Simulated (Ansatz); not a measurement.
**Y3NbN4: what a guessed cell relaxes into**

Aim: relax a trial structure of Y3NbN4 and see where it ends.

Method: DFT PBE, scalar-relativistic, plane waves, PAW, in Ansatz 0.2.0.

1 further run of the same task is left out (set aside as unsound or not needed). Runs told in other sessions of the task aren't counted.

## (1) The structure to begin with

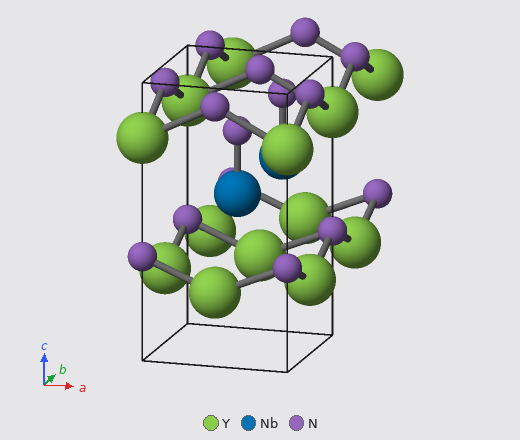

The starting structure, seen slightly off an axis (yttrium green, niobium blue, nitrogen purple). 1×2×1 cells are drawn. Atoms on the faces are drawn again on the opposite ones.

Coordinates:

```cif
data_structure
_symmetry_space_group_name_H-M 'P 1'
_symmetry_Int_Tables_number 1
_cell_length_a 4.1635
_cell_length_b 4.1635
_cell_length_c 7.8956
_cell_angle_alpha 90.000
_cell_angle_beta 90.000
_cell_angle_gamma 90.000
_cell_volume 136.87
loop_
_atom_site_label
_atom_site_type_symbol
_atom_site_fract_x
_atom_site_fract_y
_atom_site_fract_z
_atom_site_occupancy
Y1 Y 0.00000 0.50000 0.26582 1
Y2 Y 0.50000 0.00000 0.26582 1
Y3 Y 0.00000 0.00000 0.80162 1
Nb1 Nb 0.50000 0.50000 0.55557 1
N1 N 0.00000 0.50000 0.93369 1
N2 N 0.50000 0.00000 0.93369 1
N3 N 0.00000 0.00000 0.37458 1
N4 N 0.50000 0.50000 0.78166 1
```

Recipe of the guess: random cell by space group and Wyckoff sites (P4mm, No. 99). Lengths come from tabulated atomic sizes and are only a guess.

## (2) A first look at the guess

Contents of input.yaml:

```yaml
crystal:
  lattice:
    - [4.16353324, 0.0, 0.0]
    - [0.0, 4.16353324, 0.0]
    - [0.0, 0.0, 7.89558487]
  atoms:
    - { symbol: "Y", position: [0.0, 0.5, 0.26581636] }
    - { symbol: "Y", position: [0.5, 0.0, 0.26581636] }
    - { symbol: "Y", position: [0.0, 0.0, 0.80161836] }
    - { symbol: Nb, position: [0.5, 0.5, 0.55556858] }
    - { symbol: "N", position: [0.0, 0.5, 0.93369196] }
    - { symbol: "N", position: [0.5, 0.0, 0.93369196] }
    - { symbol: "N", position: [0.0, 0.0, 0.37458024] }
    - { symbol: "N", position: [0.5, 0.5, 0.78166088] }
basis:
  ecutwfc: 420
kpoints:
  mp_grid: { grid: [4, 4, 2] }
hamiltonian:
  xc: pbe
scf:
  occupations: { method: gaussian, width: 0.1 }
  lower_state_search: "off"
output:
  forces: true
  stress: true
  eigenvalues: true
```

Run with:

```console
$ ansatz run input.yaml --threads 1 --pin off --max-ram 2560MiB --backend cpu --events-out ev --progress --plain --runs-dir out
```

Log, shortened:

```text
[...]
SCF converged after 8 iterations
Free energy (F): -17629.339029 eV
[...]
E sigma→0 (E₀):  -17629.323648 eV
Entropy (-TS):   -0.030763 eV (-3.845 meV/atom)
Fermi energy:    10.440336 eV
[...]
--- Forces (eV/Å), atoms counted from 1 ---
  atom   1  Y     -0.00000000     0.00000000    -2.13721552
  atom   2  Y      0.00000000     0.00000000    -2.13721552
  atom   3  Y      0.00000000     0.00000000     1.04170109
  atom   4  Nb     0.00000000     0.00000000    -0.22682073
  atom   5  N      0.00000000     0.00000000     1.60952081
  atom   6  N     -0.00000000     0.00000000     1.60952081
  atom   7  N      0.00000000     0.00000000     0.54392872
  atom   8  N      0.00000000     0.00000000    -0.30355378
[...]
--- Stress (GPa, compression-positive) ---
        7.892764       0.000000      -0.000000
        0.000000       7.892764       0.000000
       -0.000000       0.000000      -5.691940
  P = ⅓ Tr σ = 3.3645 GPa (33.645 kbar)
--- Band table (eV; the first three rows and the last of 12) ---
[...]
```

Wall time 2.7 s (1 thread of AMD EPYC 9R14 (Zen 4), shared host); peak memory 0.43 GiB.

The probe gives pressure 3.4 GPa, largest force 2.14 eV/Å, gap on this mesh none (metal). A guess like this is first relaxed loosely on the coarse mesh.

## (3) Rough relaxation on the coarse mesh

input.yaml: that of step 2 with these lines changed.

```diff
@@ -27 +27,6 @@
   eigenvalues: true
+relax:
+  adjacent_minimum: "off"
+  f_tol: 0.04
+  max_steps: 70
+  cell: { stress_tol: 0.4 }
```

Run with:

```console
$ ansatz run input.yaml --threads 1 --pin off --max-ram 2560MiB --backend cpu --events-out ev --progress --plain --runs-dir out
```

Log:

```text
Warning: RAYON_NUM_THREADS=1 ignored (pool sized by the plan → 1); use --threads N
Engine: ansatz 0.2.0, x86_64-unknown-linux-gnu
Pseudopotentials: kind: paw
Pseudopotential: Y, paw, valence charge 11, recommended cutoff 420 eV (normal), Y.paw.azcp
Pseudopotential: Nb, paw, valence charge 13, recommended cutoff 420 eV (normal), Nb.paw.azcp
Pseudopotential: N, paw, valence charge 5, recommended cutoff 420 eV (normal), N.paw.azcp
Functional definition: PBE
  parameter kappa = 0.804
  parameter beta = 0.06672455060314922
  exchange = pbe_x(kappa = kappa, mu = beta*pi^2/3)
  correlation = pbe_c(beta = beta)
Crystal: 8 atoms, lattice volume = 136.870 Å³
Basis set: ecut = 420 eV, 2667 PW (Γ), exchange–correlation on 60×60×108 points (8 copies of the dense FFT grid, shifted against one another)
Bands: 41, of which v1, the nominal top of the filled ones, is band 33 counted from 1 (32 counted from 0)
Symmetry: 8 space group operations
Space group: P4mm (ITA 99), of the structure as read, at distance tolerance 5.2e-5 Å
k-points: 12 of 32
Non-local potential: Y, projectors of the file, l = 0: 3, l = 1: 2, l = 2: 2, l = 3: 1
Non-local potential: Nb, projectors of the file, l = 0: 3, l = 1: 2, l = 2: 2, l = 3: 1
Non-local potential: N, projectors of the file, l = 0: 2, l = 1: 2, l = 2: 1
PAW form: soft (Blöchl's): semilocal exchange-correlation on the pseudo side does not see the compensation charge
PAW one-centre angular grid: Y, 590 points (default); XC on 64 Gauss nodes
PAW one-centre angular grid: Nb, 590 points (default); XC on 64 Gauss nodes
PAW one-centre angular grid: N, 110 points (default); XC on 64 Gauss nodes
Initial density: superposition of atomic densities (neutral atoms: chi_scale 0, normalization atom), corrected by the library's trained network
Initial wavefunctions: pseudopotential atomic-orbital guess
Functional: x = pbe(κ = 0.804, μ = 0.2195149727645171), c = pbe(β = 0.06672455060314922)
SCF iter   1: F=—  HF=-17629.362342 eV  |F-HF|=—  |Δ(HF+E_count)|=         —  Δρ=1.26e-2  dr2=2.86e-1  ethr=1.77e-3  ⟨swp⟩=6.2  Hψ=1911  notcnv=0
preconditioner: auto → Kerker (q_TF=auto, 2.416 Å⁻¹)  [metal: Δε(μ)=0.093 eV  Ē_g=6.199 eV  σ=0.100 eV  W_gap=0.48  n_scr=38 (ndim 8)  ℏωp=18.5 eV  f_vac=0.000  D(μ)=5.59/eV (n_scr^D=46)]
SCF iter   2: F=—  HF=-17629.346324 eV  |F-HF|=—  |Δ(HF+E_count)|=   1.60e-2  Δρ=6.68e-3  dr2=9.31e-2  ethr=4.34e-4  ⟨swp⟩=1.0  Hψ=588  notcnv=0
SCF iter   3: F=—  HF=-17629.339244 eV  |F-HF|=—  |Δ(HF+E_count)|=   7.08e-3  Δρ=1.45e-3  dr2=5.68e-3  ethr=1.41e-4  ⟨swp⟩=1.5  Hψ=484  notcnv=0
SCF iter   4: F=—  HF=-17629.338842 eV  |F-HF|=—  |Δ(HF+E_count)|=   4.02e-4  Δρ=3.55e-4  dr2=3.89e-4  ethr=8.60e-6  ⟨swp⟩=2.1  Hψ=576  notcnv=0
SCF iter   5: F=—  HF=-17629.338833 eV  |F-HF|=—  |Δ(HF+E_count)|=   8.67e-6  Δρ=1.16e-4  dr2=3.78e-5  ethr=5.90e-7  ⟨swp⟩=2.1  Hψ=641  notcnv=0
SCF iter   6: F=—  HF=-17629.339029 eV  |F-HF|=—  |Δ(HF+E_count)|=   1.96e-4  Δρ=2.93e-5  dr2=1.72e-6  ethr=5.73e-8  ⟨swp⟩=2.0  Hψ=635  notcnv=0
SCF iter   7: F=—  HF=-17629.339029 eV  |F-HF|=—  |Δ(HF+E_count)|=   1.15e-7  Δρ=8.80e-6  dr2=2.22e-7  ethr=2.61e-9  ⟨swp⟩=2.1  Hψ=658  notcnv=0
SCF iter   8: F=-17629.339029 eV  HF=-17629.339029 eV  |F-HF|=5.38e-10  |Δ(HF+E_count)|=   6.51e-9  Δρ=2.32e-6  dr2=1.22e-8  ethr=1.52e-10  ⟨swp⟩=8.7  Hψ=1792  notcnv=0
SCF 1 converged in 8 iterations: F = -17629.339029 eV  dr2 = 1.22e-8
relax step   1: F+E_penalty+E_count = -17629.33902920 eV  Δ(F+E_penalty+E_count) = +0.000e0 eV  max|allowed force component| = 2.137e0 eV/Å  Δτ_max = 0.0000 Å  P = +3.365 GPa  Ω = 136.870 Å³  (8 SCF iters, dr2 threshold 1.00e-7 eV, accepted)
[... from here on, the SCF cycles and remarks between the steps are left out ...]
relax step   2: F+E_penalty+E_count = -17630.84976763 eV  Δ(F+E_penalty+E_count) = -1.511e0 eV  max|allowed force component| = 2.033e0 eV/Å  Δτ_max = 0.1945 Å  P = +1.646 GPa  Ω = 139.278 Å³  energy of the carried Pulay correction = -3.845e-3 eV  (9 SCF iters, dr2 threshold 8.00e-7 eV, accepted)
relax step   3: F+E_penalty+E_count = -17631.22477791 eV  Δ(F+E_penalty+E_count) = -3.750e-1 eV  max|allowed force component| = 2.390e0 eV/Å  Δτ_max = 0.1954 Å  P = +3.570 GPa  Ω = 145.286 Å³  energy of the carried Pulay correction = -1.315e-2 eV  (10 SCF iters, dr2 threshold 8.00e-7 eV, accepted)
relax step   4: F+E_penalty+E_count = -17631.77292096 eV  Δ(F+E_penalty+E_count) = -5.481e-1 eV  max|allowed force component| = 1.024e0 eV/Å  Δτ_max = 0.1949 Å  P = -0.722 GPa  Ω = 158.199 Å³  energy of the carried Pulay correction = -3.187e-2 eV  (9 SCF iters, dr2 threshold 8.00e-7 eV, accepted)
relax step   5: F+E_penalty+E_count = -17632.00690969 eV  Δ(F+E_penalty+E_count) = -2.340e-1 eV  max|allowed force component| = 1.750e0 eV/Å  Δτ_max = 0.1773 Å  P = +0.551 GPa  Ω = 165.979 Å³  energy of the carried Pulay correction = -4.239e-2 eV  (9 SCF iters, dr2 threshold 8.00e-7 eV, accepted)
relax step   6: F+E_penalty+E_count = -17632.01801293 eV  Δ(F+E_penalty+E_count) = -1.110e-2 eV  max|allowed force component| = 1.599e0 eV/Å  Δτ_max = 0.1979 Å  P = +3.203 GPa  Ω = 168.180 Å³  energy of the carried Pulay correction = -4.527e-2 eV  (9 SCF iters, dr2 threshold 8.00e-7 eV, accepted)
relax step   7: F+E_penalty+E_count = -17632.12160240 eV  Δ(F+E_penalty+E_count) = -1.036e-1 eV  max|allowed force component| = 3.383e-1 eV/Å  Δτ_max = 0.0546 Å  P = -0.275 GPa  Ω = 174.928 Å³  energy of the carried Pulay correction = -5.385e-2 eV  (8 SCF iters, dr2 threshold 8.00e-7 eV, accepted)
relax step   8: F+E_penalty+E_count = -17632.13031914 eV  Δ(F+E_penalty+E_count) = -8.717e-3 eV  max|allowed force component| = 8.805e-2 eV/Å  Δτ_max = 0.0207 Å  P = +0.211 GPa  Ω = 173.713 Å³  energy of the carried Pulay correction = -5.233e-2 eV  (7 SCF iters, dr2 threshold 8.00e-7 eV, accepted)
relax step   9: F+E_penalty+E_count = -17632.13274939 eV  Δ(F+E_penalty+E_count) = -2.430e-3 eV  max|allowed force component| = 6.330e-2 eV/Å  Δτ_max = 0.0237 Å  P = -0.046 GPa  Ω = 174.124 Å³  energy of the carried Pulay correction = -5.285e-2 eV  (7 SCF iters, dr2 threshold 4.85e-7 eV, accepted)
relax step  10: F+E_penalty+E_count = -17632.13255169 eV  Δ(F+E_penalty+E_count) = +1.977e-4 eV  max|allowed force component| = 2.870e-2 eV/Å  Δτ_max = 0.0084 Å  P = -0.042 GPa  Ω = 174.607 Å³  energy of the carried Pulay correction = -5.345e-2 eV  (7 SCF iters, dr2 threshold 2.50e-7 eV, accepted)
relax step  11: F+E_penalty+E_count = -17632.32229314 eV  Δ(F+E_penalty+E_count) = -1.897e-1 eV  max|allowed force component| = 2.788e-2 eV/Å  Δτ_max = 0.0000 Å  P = +1.207 GPa  Ω = 174.607 Å³  stress off target by 1.78e0 GPa  SCF on the basis re-selected at this cell (its energy is not comparable with the rows above)  (8 SCF iters)
relax step  12: F+E_penalty+E_count = -17632.36664366 eV  Δ(F+E_penalty+E_count) = -4.435e-2 eV  max|allowed force component| = 2.379e-1 eV/Å  Δτ_max = 0.2000 Å  P = +0.403 GPa  Ω = 186.680 Å³  energy of the carried Pulay correction = -1.941e-2 eV  (9 SCF iters, dr2 threshold 8.00e-7 eV, accepted)
relax step  13: F+E_penalty+E_count = -17632.37359633 eV  Δ(F+E_penalty+E_count) = -6.953e-3 eV  max|allowed force component| = 4.984e-1 eV/Å  Δτ_max = 0.1493 Å  P = +0.804 GPa  Ω = 195.495 Å³  energy of the carried Pulay correction = -4.048e-2 eV  (8 SCF iters, dr2 threshold 8.00e-7 eV, accepted)
relax step  14: F+E_penalty+E_count = -17632.34193605 eV  Δ(F+E_penalty+E_count) = +3.166e-2 eV  max|allowed force component| = 3.279e-1 eV/Å  Δτ_max = 0.1690 Å  P = -0.683 GPa  Ω = 209.486 Å³  energy of the carried Pulay correction = -7.736e-2 eV  (9 SCF iters, dr2 threshold 8.00e-7 eV, accepted)
relax step  15: F+E_penalty+E_count = -17632.37498264 eV  Δ(F+E_penalty+E_count) = -3.305e-2 eV  max|allowed force component| = 1.571e-1 eV/Å  Δτ_max = 0.1002 Å  P = +0.042 GPa  Ω = 202.165 Å³  energy of the carried Pulay correction = -5.857e-2 eV  (9 SCF iters, dr2 threshold 8.00e-7 eV, accepted)
relax step  16: F+E_penalty+E_count = -17632.37448145 eV  Δ(F+E_penalty+E_count) = +5.012e-4 eV  max|allowed force component| = 1.483e-1 eV/Å  Δτ_max = 0.0134 Å  P = +0.017 GPa  Ω = 203.069 Å³  energy of the carried Pulay correction = -6.095e-2 eV  (7 SCF iters, dr2 threshold 8.00e-7 eV, accepted)
relax step  17: F+E_penalty+E_count = -17632.36698715 eV  Δ(F+E_penalty+E_count) = +7.494e-3 eV  max|allowed force component| = 1.232e-1 eV/Å  Δτ_max = 0.0776 Å  P = +0.028 GPa  Ω = 206.684 Å³  energy of the carried Pulay correction = -7.027e-2 eV  (8 SCF iters, dr2 threshold 8.00e-7 eV, accepted)
relax step  18: F+E_penalty+E_count = -17632.37054306 eV  Δ(F+E_penalty+E_count) = -3.556e-3 eV  max|allowed force component| = 2.500e-1 eV/Å  Δτ_max = 0.0591 Å  P = -0.270 GPa  Ω = 204.378 Å³  energy of the carried Pulay correction = -6.432e-2 eV  (8 SCF iters, dr2 threshold 8.00e-7 eV, rejected (line search))
relax step  19: F+E_penalty+E_count = -17632.37292722 eV  Δ(F+E_penalty+E_count) = -5.940e-3 eV  max|allowed force component| = 4.188e-2 eV/Å  Δτ_max = 0.0295 Å  P = -0.026 GPa  Ω = 205.151 Å³  energy of the carried Pulay correction = -6.633e-2 eV  (10 SCF iters, accepted)
relax step  20: F+E_penalty+E_count = -17632.37438595 eV  Δ(F+E_penalty+E_count) = -1.459e-3 eV  max|allowed force component| = 2.859e-3 eV/Å  Δτ_max = 0.0075 Å  P = -0.002 GPa  Ω = 204.639 Å³  energy of the carried Pulay correction = -6.501e-2 eV  (7 SCF iters, dr2 threshold 1.10e-7 eV, accepted)
relax step  21: F+E_penalty+E_count = -17632.45212808 eV  Δ(F+E_penalty+E_count) = -7.774e-2 eV  max|allowed force component| = 6.057e-3 eV/Å  Δτ_max = 0.0000 Å  P = +0.248 GPa  Ω = 204.639 Å³  stress off target by 3.74e-1 GPa  SCF on the basis re-selected at this cell (its energy is not comparable with the rows above)  (8 SCF iters)
basis re-selected at this cell: Δ(F+E_penalty+E_count) = -7.774e-2 eV, ΔP = +0.250 GPa vs the last step (what re-selecting the basis moved, of the pressure what is left beyond the Pulay correction that the steps carried, after the strain that the cell walked since its last selection, with what the two solves' SCF thresholds leave and, on support functions, any second-order correction that the steps lacked; it is no measure of the basis error at this ecutwfc). The dense FFT grid was sized anew with the basis: this SCF ran on 32×32×72 points, the steps before it on 30×30×60, so part of this shift can come from that change (see relax.cell in the input reference). This SCF's stress stands 3.74e-1 GPa from its target on what of the cell is left free (relax.cell.stress_tol is 4.00e-1 GPa) and its largest allowed force component is 6.06e-3 eV/Å (relax.f_tol is 4.00e-2 eV/Å): within both
SCF converged after 8 iterations
Free energy (F): -17632.452128 eV
Harris-Foulkes:  -17632.452128 eV  (|F-HF|=1.41e-9)
Internal energy: -17632.407074 eV  (E = F + TS)
E sigma→0 (E₀):  -17632.429601 eV
Entropy (-TS):   -0.045054 eV (-5.632 meV/atom)
Fermi energy:    5.354493 eV
--- Per-component energies (eV) ---
  E_band       = -720.943319
  E_kinetic    = 1821.273225
  E_local      = -6115.675764  (includes V_loc(G=0)·N_el)
  E_nonlocal   = 458.770095
  E_hartree    = 2282.671786
  E_xc         = -930.853580
  E_vxc        = -1108.316454  (∫ρ·V_xc dr)
  E_paw        = -12057.310925  (= ΣΔE_a)
  E_vpaw       = -342.338447  (= ΣTr[D̂ρ^β])
  E_aug_tail   = 0.000380  (compensation charges beyond the density's cutoff)
  E_ewald      = -3091.282291
  E_smearing   = -0.045054  (= −TS)
  E_closure    = -0.000000  (closes the sum)
  Σ components = -17632.452128   (vs F -17632.452128, Δ=0.00e0)
--- Forces (eV/Å), atoms counted from 1 ---
  atom   1  Y      0.00000000    -0.00000000    -0.00084244
  atom   2  Y     -0.00000000    -0.00000000    -0.00084244
  atom   3  Y      0.00000000     0.00000000     0.00054979
  atom   4  Nb    -0.00000000     0.00000000    -0.00178544
  atom   5  N     -0.00000000     0.00000000    -0.00126699
  atom   6  N      0.00000000     0.00000000    -0.00126699
  atom   7  N     -0.00000000    -0.00000000    -0.00055869
  atom   8  N      0.00000000     0.00000000     0.00606334
  max |Σ_I F_I| component: 5.01e-5 eV/Å
--- Stress (GPa, compression-positive) ---
        0.184067      -0.000000       0.000000
       -0.000000       0.184067       0.000000
        0.000000       0.000000       0.374495
  P = ⅓ Tr σ = 0.2475 GPa (2.475 kbar)
--- Band table (eV; the first three rows and the last of 12) ---
  k-point 0: bands = ["-50.0233", "-35.9050", "-35.8485", "-35.7317", "-26.5175", "-26.1712", "-26.1712", "-16.3977", "-16.3977", "-16.3214", "-15.9341", "-15.9153", "-15.8348", "-15.8348", "-15.6579", "-15.6579", "-7.4918", "-6.9750", "-6.4621", "-6.1064", "2.2855", "2.3407", "2.3407", "2.8513", "3.7415", "3.7415", "3.8456", "4.1255", "4.3971", "4.7143", "4.7143", "5.0329", "5.1854", "5.3756", "5.3756", "5.7048", "6.3091", "7.1536", "7.1536", "8.7047", "8.9148"]
[... 3 lines left out ...]
--- Relaxed structure (19 steps of the walk, 18 accepted, 2 SCFs on fresh bases) ---
  F+E_penalty+E_count = -17632.45212808 eV   max|allowed force component| = 6.057e-3 eV/Å   (the final SCF, on the basis selected at the relaxed cell)
  cell:  # Å, volume = 204.6389 Å³
    - [4.613336597337907, 3.8899116516917797e-35, 1.9449558258458897e-34]
    - [3.8899116516917797e-35, 4.613336597337907, 0.0]
    - [3.6883490310184636e-34, 0.0, 9.61518898456477]
  atoms:
    - { symbol: Y, position: [3.101981588180741e-33, 0.5, 0.23221330765361586] }
    - { symbol: Y, position: [0.5, 1.5654116762523905e-70, 0.23221330765361586] }
    - { symbol: Y, position: [3.359286734990473e-33, 1.6729562165771094e-84, 0.9632775504513219] }
    - { symbol: Nb, position: [0.5, 0.5, 0.518491461872545] }
    - { symbol: N, position: [1.0695600352903843e-33, 0.5, 1.0138525937917076] }
    - { symbol: N, position: [0.5, 6.834650022244742e-70, 1.0138525937917076] }
    - { symbol: N, position: [3.117385565544175e-34, -5.469279938809781e-85, 0.24682495419736492] }
    - { symbol: N, position: [0.5, 0.5, 0.6917189305881211] }
```

It took 78 s on 1 thread of AMD EPYC 9R14 (Zen 4), shared host; peak memory 0.5 GiB.

The steps of the relaxation:

| step | energy from step 1 (eV/cell) | largest force component (eV/Å) | pressure (GPa) | volume (Å³) |
| --- | --- | --- | --- | --- |
| 1 | 0.0000 | 2.1372 | 3.36 | 136.87 |
| 2 | -1.5107 | 2.0333 | 1.65 | 139.28 |
| 3 | -1.8857 | 2.3903 | 3.57 | 145.29 |
| 4 | -2.4339 | 1.0245 | -0.72 | 158.20 |
| 5 | -2.6679 | 1.7495 | 0.55 | 165.98 |
| 6 | -2.6790 | 1.5993 | 3.20 | 168.18 |
| 7 | -2.7826 | 0.3383 | -0.28 | 174.93 |
| 8 | -2.7913 | 0.0881 | 0.21 | 173.71 |
| 9 | -2.7937 | 0.0633 | -0.05 | 174.12 |
| 10 | -2.7935 | 0.0287 | -0.04 | 174.61 |
| 11 | -2.9833 | 0.0279 | 1.21 | 174.61 |
| 12 | -3.0276 | 0.2379 | 0.40 | 186.68 |
| 13 | -3.0346 | 0.4984 | 0.80 | 195.50 |
| 14 | -3.0029 | 0.3279 | -0.68 | 209.49 |
| 15 | -3.0360 | 0.1571 | 0.04 | 202.16 |
| 16 | -3.0355 | 0.1483 | 0.02 | 203.07 |
| 17 | -3.0280 | 0.1232 | 0.03 | 206.68 |
| 18 | -3.0315 | 0.2500 | -0.27 | 204.38 |
| 19 | -3.0339 | 0.0419 | -0.03 | 205.15 |
| 20 | -3.0354 | 0.0029 | 0.00 | 204.64 |
| 21 | -3.1131 | 0.0061 | 0.25 | 204.64 |

Step 1 is the start. Steps 11, 21 each repeat the geometry before them on a plane-wave basis chosen anew, so the energy can jump there without any move. Step 18 was tried and not accepted. The walk judges its steps with a correction for the finite basis (Pulay term) that this column leaves out, so accepted steps can climb here and lower ones be refused.

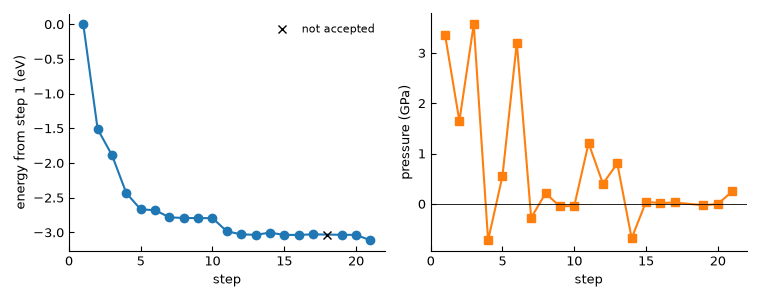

Energy and pressure along the relaxation.

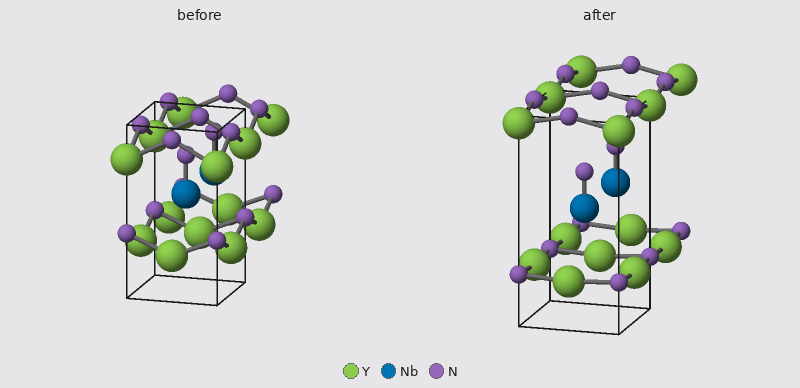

Before and after, at one scale.

|  | before | after | change |
| --- | --- | --- | --- |
| a (Å) | 4.164 | 4.613 | +10.8 % |
| b (Å) | 4.164 | 4.613 | +10.8 % |
| c (Å) | 7.896 | 9.615 | +21.8 % |
| volume (Å³/atom) | 17.11 | 25.58 | +49.5 % |
| shortest distance (Å) | 1.785 | 1.666 | -6.7 % |
| space group (0.01 Å) | P4mm | P4mm | same |

The end holds layers, chains or molecules that no bond joins, and this functional has no dispersion term, so the space between them comes out too large.

Forces and stress were held to the start's 8 operations: a distortion of lower symmetry was not tested.

[end of part 1 of 2]
